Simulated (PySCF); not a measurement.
# Excited-state calculation, with input and output: Ti₂H₆O₇

- system: Ti₂H₆O₇
- method: TDDFT CAM-B3LYP/def2-SVPD, vertical, gas phase, core orbitals frozen in the response (PySCF 2.14.0)

The geometry comes from this level: PBE0-D3(BJ)/def2-SVP.

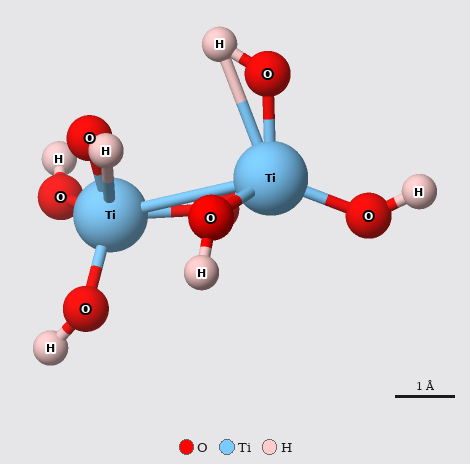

**Figure 1.** The structure (ball-and-stick view, seen at a tilt). Sticks mark near contacts. Bond lengths as drawn: H–O 0.96 to 0.97 Å, H–Ti 2.37 to 2.44 Å, O–Ti 1.77 to 1.82 Å and Ti–Ti 3.07 Å.

Results in brief:

- outcome: converged
- total energy: −2228.905649 hartree
- HOMO: −10.25 eV
- LUMO: −0.62 eV
- dipole moment: 0.85 D
- mean polarisability: 96.63 a.u.
- vertical ionisation energy: 10.86 eV
- lowest singlet excitation: 5.71 eV
- hardware: 1 CPU thread, shared host
- wall time: 8.1 min
- peak memory: 2 GiB

Remarks:

Checks after the run noted: ea_vertical: SCF of the ion did not converge.

The input:
```
{"job": {"kind": "uv", "xc": "CAM-B3LYP", "basis": "def2-SVPD", "nstates": 6, "ntriplets": 2, "ip": true}, "charge": 0, "multiplicity": 1}
O      0.099400     0.285309     1.861142
Ti     1.343356    -0.224004     0.659703
O      2.238729     1.207021     0.061513
O      2.426465    -1.437875     1.360057
O      0.347107    -0.892278    -0.691885
Ti    -1.264389    -0.146392    -0.950730
O     -0.960847     1.575737    -0.450981
O     -1.794500    -0.312013    -2.641510
O     -2.434309    -0.824474     0.205408
H     -0.393614     1.079877     1.597530
H      3.186675     1.369608     0.081644
H      2.392254    -2.329295     1.715147
H     -0.367465     2.199473    -0.884203
H     -2.603103    -0.634883    -3.049026
H     -2.226639    -0.941211     1.140948
```

The first line tells a small driver script what to run in PySCF; the rest is the geometry in Å.

Run as:
```bash
OMP_NUM_THREADS=1 python <driver script> task.json out
```

Output:
```
coarse grid: 66000 points
cycle   1  E = -2227.9394947882  dE =  7.935e-01  |g| = 2.180e+00  |ddm| = 5.349e+00
cycle   2  E = -2219.0000085427  dE =  8.939e+00  |g| = 7.981e+00  |ddm| = 7.964e+00
cycle   3  E = -2228.7287083510  dE = -9.729e+00  |g| = 9.709e-01  |ddm| = 5.717e+00
cycle   4  E = -2228.8863400413  dE = -1.576e-01  |g| = 2.951e-01  |ddm| = 1.037e+00
cycle   5  E = -2228.9046305432  dE = -1.829e-02  |g| = 7.195e-02  |ddm| = 3.183e-01
cycle   6  E = -2228.9055393643  dE = -9.088e-04  |g| = 2.551e-02  |ddm| = 8.145e-02
cycle   7  E = -2228.9056599736  dE = -1.206e-04  |g| = 9.610e-03  |ddm| = 3.204e-02
cycle   8  E = -2228.9056761846  dE = -1.621e-05  |g| = 4.159e-03  |ddm| = 1.275e-02
cycle   9  E = -2228.9056801851  dE = -4.001e-06  |g| = 8.127e-04  |ddm| = 5.149e-03
final grid: 137200 points
cycle  10  E = -2228.9056488480  dE = -6.162e-08  |g| = 1.152e-03  |ddm| = 4.372e-03
cycle  11  E = -2228.9056481719  dE =  6.761e-07  |g| = 2.147e-03  |ddm| = 3.551e-03
cycle  12  E = -2228.9056491541  dE = -9.822e-07  |g| = 2.241e-04  |ddm| = 2.329e-03
cycle  13  E = -2228.9056491639  dE = -9.860e-09  |g| = 5.489e-05  |ddm| = 2.059e-04
cycle  14  E = -2228.9056491653  dE = -1.392e-09  |g| = 3.692e-05  |ddm| = 1.001e-04
cycle  15  E = -2228.9056491658  dE = -4.788e-10  |g| = 1.503e-05  |ddm| = 6.055e-05
```

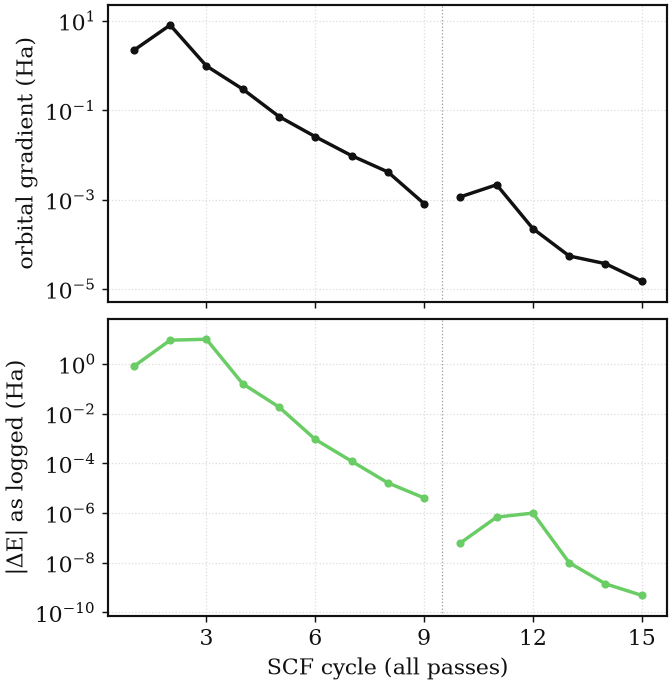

**Figure 2.** Convergence of the self-consistent field: orbital gradient and size of the energy change against the SCF cycle. The dotted line marks the change from a coarse to the final integration grid. The first 9 cycles use a coarse grid, the final grid takes over at cycle 10, and the field converges after 15 cycles in all.

```
converged SCF energy = -2228.9056491658

Static polarisability (au): isotropic 96.630, principal 82.749 90.977 116.163

Singlet excitations
state   eV       nm        f      main configurations
  1   5.7132    217.0   0.01485   H->L 0.80
  2   5.7623    215.2   0.00987   H->L+1 0.77
  3   5.8517    211.9   0.02462   H-1->L 0.45, H->L+2 0.21, H-1->L+1 0.12
  4   5.9607    208.0   0.01156   H-1->L 0.29, H->L+2 0.28, H-1->L+1 0.14
  5   5.9684    207.7   0.00400   H-2->L 0.34, H-1->L+1 0.15, H->L+2 0.10
  6   6.0701    204.3   0.00646   H-2->L+1 0.40, H-4->L+1 0.11

Triplet excitations (Tamm-Dancoff, eV): 5.3846 5.4749
Vertical ionisation energy (delta-SCF) = 10.8568 eV
```

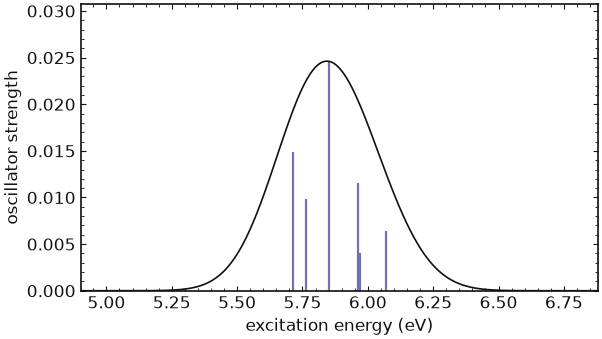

**Figure 3.** Computed excitations as sticks (degenerate states added up, dark ones marked on the axis), with a Gaussian envelope of 0.35 eV full width at half maximum, scaled to the tallest. Of the 6 states the lowest lies at 5.71 eV (f = 0.015); the strongest line is at 5.85 eV, or 212 nm (f = 0.025).

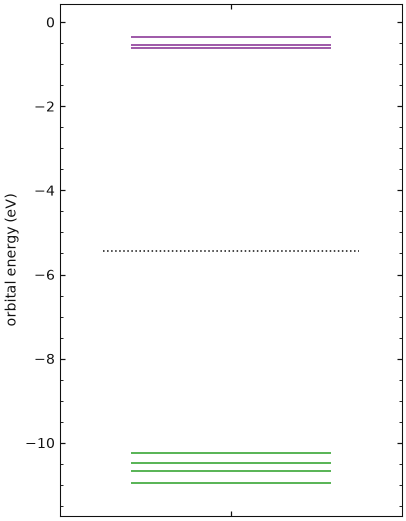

**Figure 4.** Orbital energies near the frontier; the dotted line parts filled from empty levels, and levels within 0.02 eV of each other stand side by side. Highest filled −10.25 eV, lowest empty −0.62 eV, 9.63 eV apart.
